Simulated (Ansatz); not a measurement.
# AlH3F (doublet): correlated methods under varied settings at distance Al1–H4 along a hydrogen transfer = 1.677 Å

What do other methods and options give for AlH3F (doublet) at this geometry, and how long do they take?

The runs use Ansatz 0.2.0, Gaussian basis; the settings change from run to run.

19 further runs of the same task are left out: 9 for a known fault of the program, 8 that didn't finish, 2 set aside as unsound or not needed.

### Step 1. What is computed

The geometry derives from fragments relaxed apart (PBE0/def2-TZVP) and kept rigid, so it is no stationary point. A hydrogen atom is moved between rigid fragments.

5 atoms, charge 0, spin multiplicity 2.

Atoms are counted from 1 here; the program's logs count them from 0.

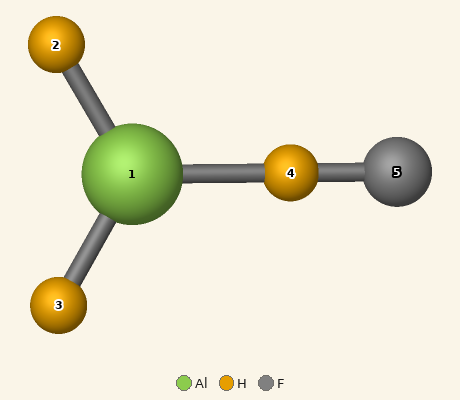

The geometry (aluminium green, hydrogen amber, fluorine grey); atoms are numbered from 1 in the order of the file.

Coordinates:

```
Al   -1.0897    0.0000    0.0000
H    -1.8827    1.3734    0.0000
H    -1.8827   -1.3734    0.0000
H     0.5873    0.0000    0.0000
F     1.7163    0.0000    0.0000
```

### Step 2. NEVPT2(3,6)/STO-3G

Input file in.yaml:

```yaml
crystal:
  periodic: [false, false, false]
  atoms:
    - {symbol: Al, position_ang: [-1.089741, 0.000000, 0.000000]}
    - {symbol: H, position_ang: [-1.882664, 1.373384, 0.000000]}
    - {symbol: H, position_ang: [-1.882664, -1.373384, 0.000000]}
    - {symbol: H, position_ang: [0.587259, 0.000000, 0.000000]}
    - {symbol: F, position_ang: [1.716259, 0.000000, 0.000000]}
basis:
  gaussian: {orbitals: STO-3G}
magnetization: {spin_polarized: false, initial_magnetization: 1}
correlation: {method: sc_nevpt2, electrons: outside_noble_gas, active_space: {window: {electrons: 3, orbitals: 6}}}
accuracy: high
```

The run is started by

```console
$ ansatz run in.yaml --threads 1 --pin off --events-out ev --progress --plain --max-ram 2393MiB
```

Log:

```text
Functional definition: HF
  name "HF"
  cite "Fock, Z. Phys. 61, 126 (1930) doi:10.1007/BF01340294"
  parent pbe
  exchange = exact_x
  correlation = 0
272 factors; integrals over basis functions are off by at most 1.1e-8 eV
mean field evaluation 1: about -9211.4517 eV, gradient 2.0e1 eV
mean field evaluation 2: about -9211.4934 eV, gradient 2.0e1 eV
mean field evaluation 4: about -9214.7936 eV, gradient 1.5e0 eV
mean field evaluation 8: about -9214.8677 eV, gradient 1.6e-1 eV
mean field evaluation 16: about -9214.8688 eV, gradient 6.0e-9 eV
mean field evaluation 32: about -9212.6716 eV, gradient 2.7e-5 eV
mean field -9214.86880049 eV, -338.6401823555 hartree, gradient 6.0e-9 eV, S^2 0.750000; 4 other end points of the search recorded, 0 dependent functions left out
reference -9214.86880049 eV, -338.6401823555 hartree; 13, 12 occupied and 4, 5 virtual orbitals, 272 factors
state -9215.84555376 eV, -338.6760773762 hartree
state -9215.84555376 eV, -338.6760773762 hartree; corrected -9216.45975090 eV, -338.6986487046 hartree
Total energy: -9216.45975090 eV, -338.6986487046 hartree
```

Wall time 0.42 s (1 thread of Arm Neoverse V1, shared host).

From the report: 32 determinants; active occupations 1.96, 1.00, 0.04, 0.00, 0.00, 0.00.

### Step 3. CISD/STO-3G

Changes to in.yaml since step 2:

```diff
@@ -11,3 +11,2 @@
 magnetization: {spin_polarized: false, initial_magnetization: 1}
-correlation: {method: sc_nevpt2, electrons: outside_noble_gas, active_space: {window: {electrons: 3, orbitals: 6}}}
-accuracy: high
+correlation: {active_space: {ras: {orbitals: [12, 1, 4], electrons: 25, max_holes: 2, max_particles: 2}, fixed_orbitals: true}}
```

Launched as before.

Log:

```text
Functional definition: HF
  name "HF"
  cite "Fock, Z. Phys. 61, 126 (1930) doi:10.1007/BF01340294"
  parent pbe
  exchange = exact_x
  correlation = 0
197 factors; integrals over basis functions are off by at most 3.0e-5 eV
mean field evaluation 1: about -9211.4518 eV, gradient 2.0e1 eV
mean field evaluation 2: about -9211.4945 eV, gradient 2.0e1 eV
mean field evaluation 4: about -9214.7933 eV, gradient 1.5e0 eV
mean field evaluation 8: about -9214.8676 eV, gradient 1.6e-1 eV
mean field evaluation 16: about -9212.6916 eV, gradient 7.4e-3 eV
mean field evaluation 32: about -9212.8404 eV, gradient 1.2e0 eV
mean field -9214.86871400 eV, -338.6401791770 hartree, gradient 2.9e-6 eV, S^2 0.750000; 4 other end points of the search recorded, 0 dependent functions left out
reference -9214.86871400 eV, -338.6401791770 hartree; 13, 12 occupied and 4, 5 virtual orbitals, 197 factors
state -9217.08368282 eV, -338.7215777799 hartree
Total energy: -9217.08368282 eV, -338.7215777799 hartree
```

Run time: 0.6 s. Hardware: 1 thread of Arm Neoverse V1, shared host.

From the report: 1,819 determinants.

### Step 4. CCSD/6-31G*

Input file in.yaml:

```yaml
crystal:
  periodic: [false, false, false]
  atoms:
    - {symbol: Al, position_ang: [-1.089741, 0.000000, 0.000000]}
    - {symbol: H, position_ang: [-1.882664, 1.373384, 0.000000]}
    - {symbol: H, position_ang: [-1.882664, -1.373384, 0.000000]}
    - {symbol: H, position_ang: [0.587259, 0.000000, 0.000000]}
    - {symbol: F, position_ang: [1.716259, 0.000000, 0.000000]}
basis:
  gaussian: {orbitals: "6-31G*"}
magnetization: {spin_polarized: true, initial_magnetization: 1}
hamiltonian: {xc: {name: r2SCAN}}
correlation: {method: ccsd, electrons: outside_noble_gas, diis_vectors: 1}
scf: {omitted_lower_state_checks: [cluster_reference]}
```

The command is unchanged.

Log (excerpt; [...] marks lines left out):

```text
Functional definition: r2SCAN
  name "r2SCAN"
  cite "Furness, Kaplan, Ning, Perdew & Sun, J. Phys. Chem. Lett. 11, 8208 (2020) doi:10.1021/acs.jpclett.0c02405"
  cite "Furness, Kaplan, Ning, Perdew & Sun, J. Phys. Chem. Lett. 11, 9248 (2020) doi:10.1021/acs.jpclett.0c03077"
  parent r2scan
[...]
386 factors; integrals over basis functions are off by at most 6.8e-4 eV
[...]
mean field -9357.12423138 eV, -343.8679730166 hartree, gradient 9.4e-6 eV, S^2 0.753751; 0 other end points of the search recorded, 0 dependent functions left out
6 core orbitals not correlated: weight in the atoms' cores, before any rotation towards them, 1.000 or more for the frozen orbitals, at most 0.000 for the correlated occupied ones
reference -9332.22103638 eV, -342.9527974803 hartree; 7, 6 occupied and 27, 28 virtual orbitals, 386 factors
second order -6.55392869 eV of doubles, -0.24771834 eV of singles
cycle   1  -6.79874339 eV  change    1.3e-3 eV  update   7.6e-2
[...]
cycle  17  -7.08487722 eV  change    7.1e-6 eV  update   1.2e-5
Total energy: -9339.30591359 eV, -343.2131619157 hartree
Checks for a lower state left out: cluster_reference
```

It took 3.9 s on 1 thread of Arm Neoverse V1, shared host.

From the report: ⟨S²⟩ of the determinant 0.754 (pure doublet: 0.75); correlation -7.0849 eV; T1 0.013; largest double amplitude 0.05. The orbitals are Kohn-Sham ones, so correlation energy and T1 don't compare with those on Hartree-Fock orbitals.

### Step 5. The runs in one table

```
                           level         correlated  functions  energy (eV)    time
              NEVPT2(3,6)/STO-3G  outside noble gas         17   -9216.4598  0.42 s
                     CISD/STO-3G                all         17   -9217.0837   0.6 s
CCSD/6-31G* (on r2SCAN orbitals)  outside noble gas         40   -9339.3059   3.9 s
```

### Step 6. What came out

```
quantity                                    value
    runs                                        3
quickest               NEVPT2(3,6)/STO-3G, 0.42 s
 slowest  CCSD/6-31G* (on r2SCAN orbitals), 3.9 s
```

Total energies in different bases, with other cores or another treatment of relativity can't be set against each other. CCSD/6-31G* (on r2SCAN orbitals) took 9 times as long as NEVPT2(3,6)/STO-3G; the jobs differ in more than the method.
